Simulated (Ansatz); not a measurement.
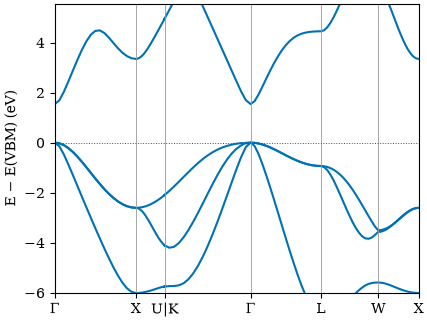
Figure. Band structure from DFT-PBE in the program Ansatz with PAW potentials

Question: Read off the gap and where the band edges lie.

Answer: About 1.5 eV (1.54 eV by a search for the band edges); maximum at Γ, minimum at Γ.

The material is GaN (zinc blende, space group No. 216).

Space group F-43m (zinc blende). The cell was relaxed with PBE under the symmetry of its start. Scalar-relativistic: spin–orbit coupling is off unless named, which matters more the heavier the elements.

Potentials: the earlier of the program's two PAW sets.
